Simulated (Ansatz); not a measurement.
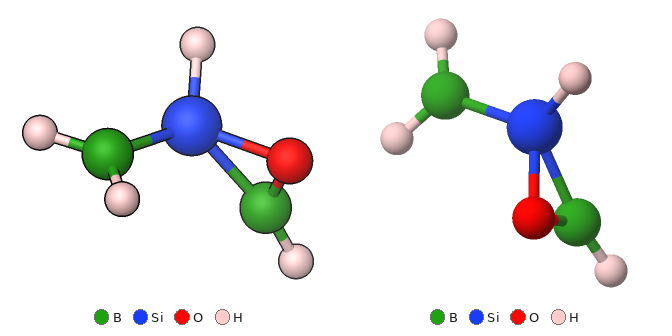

The same structure drawn twice, from different directions.

The geometry was computed by an optimisation with PBE0-D4/def2-TZVP.

Question: Which formula does it have?

Answer: B₂H₄OSi, 8 atoms: 2 boron, 4 hydrogen, 1 oxygen and 1 silicon.

Question: How many bonds of each kind are drawn?

Answer: 3 B–H, 2 B–Si, 1 B–O, 1 O–Si, 1 Si–H.

More results for the same structure follow; atom numbers are the same in all pictures, views and colours differ.

### Shape

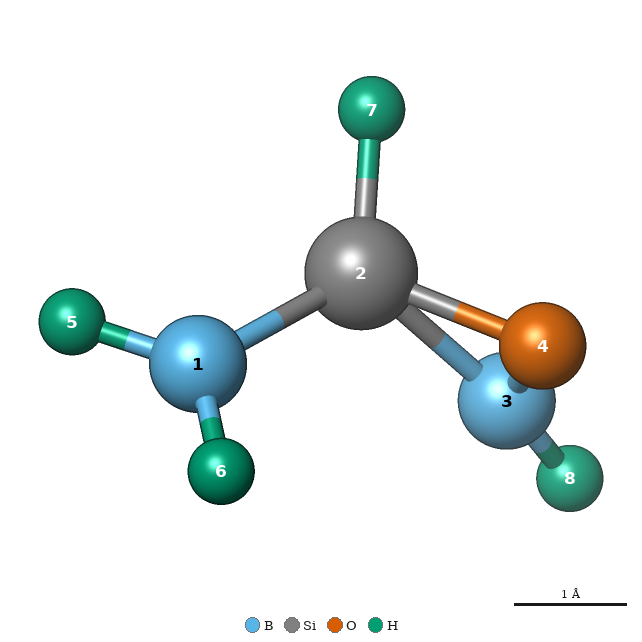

Question: What is the geometry at B3?

Answer: B3 has 3 neighbours (Si2 at 1.94, O4 at 1.32, H8 at 1.19 Å); the arrangement is T-shaped.

Question: How are the neighbours of atom 1 arranged?

Answer: B1 has 3 neighbours (Si2 at 1.95, H5 at 1.20, H6 at 1.19 Å); the arrangement is trigonal planar.

Question: What is the dihedral angle B1–Si2–B3–O4?

Answer: 97° in size, that is about perpendicular.

### Thermal motion

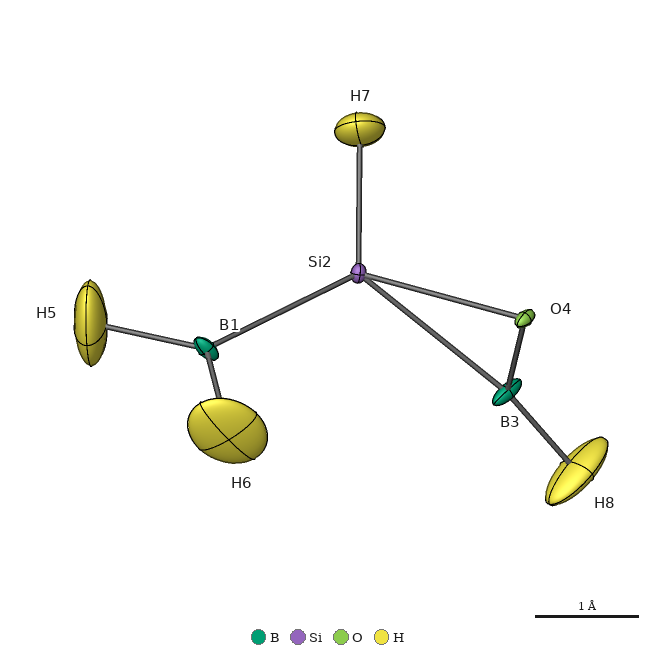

Displacement ellipsoids at the 50 % level, from the internal vibrations of the free molecule (harmonic, no overall translation or rotation; no half-axis is drawn under 0.075 Å). Vibrations computed with RKS PBE0-D4/def2-TZVP (Ansatz 0.2.0). Temperature: 400 K.

Question: Which atom moves most?

Answer: H5, with U_eq = 0.0507 Å².

Question: Does H6 move more along its bond or across it?

Answer: Across it: the root-mean-square amplitude is 0.090 Å along the bond and up to 0.297 Å across, since bending and torsion are softer than stretching.

Give the displacement parameters, one line for each set of equivalent atoms.

| atom | U_eq (Å²) | rms amplitudes (Å) |
| --- | --- | --- |
| B1 | 0.0051 | 0.039, 0.061, 0.100 |
| Si2 | 0.0024 | 0.024, 0.051, 0.063 |
| B3 | 0.0062 | 0.033, 0.042, 0.126 |
| O4 | 0.0030 | 0.023, 0.040, 0.083 |
| H5 | 0.0507 | 0.101, 0.212, 0.312 |
| H6 | 0.0489 | 0.087, 0.225, 0.297 |
| H7 | 0.0257 | 0.101, 0.160, 0.204 |
| H8 | 0.0382 | 0.086, 0.149, 0.292 |

### Dipole moment

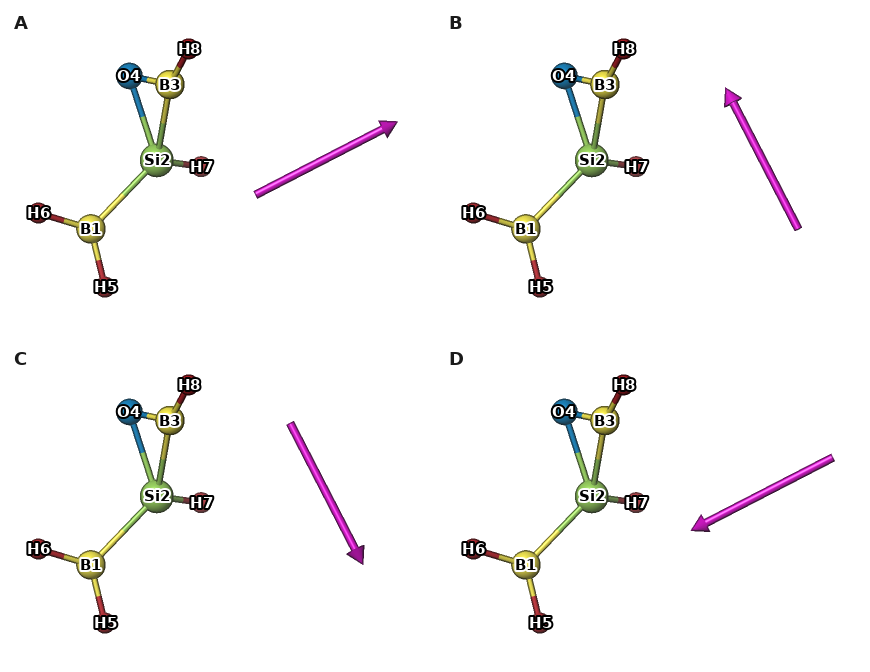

The same molecule four times, each with an arrow. Method: RKS ωB97M-V/def2-TZVPP (Ansatz 0.2.0).

Question: Which arrow points along the dipole moment, from the negative to the positive end?

Answer: C. The dipole moment is 0.88 D; it points from the side of O4 to the side of H5 (the outermost atoms at the two ends).

### Charges

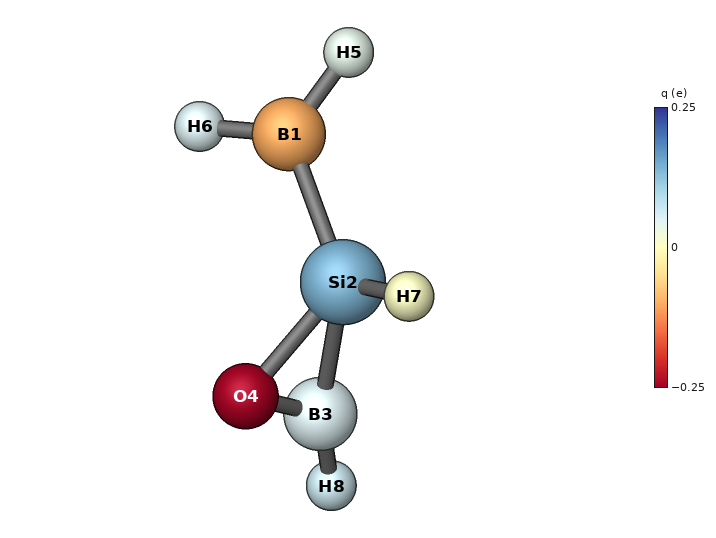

Atoms are coloured by their Mulliken charges. Properties computed with RKS PBE0-D4/def2-TZVP (Ansatz 0.2.0).

Question: Which atom carries the highest charge (most positive or least negative)?

Answer: Si2 (0.14 e).

Question: And the lowest?

Answer: O4 (−0.24 e).

List the Mulliken charges.

| atom | value (e) |
| --- | --- |
| B1 | −0.10 |
| Si2 | 0.14 |
| B3 | 0.05 |
| O4 | −0.24 |
| H5 | 0.04 |
| H6 | 0.05 |
| H7 | 0.00 |
| H8 | 0.07 |

Mulliken values depend strongly on the basis set and can even reverse the polarity of a bond.
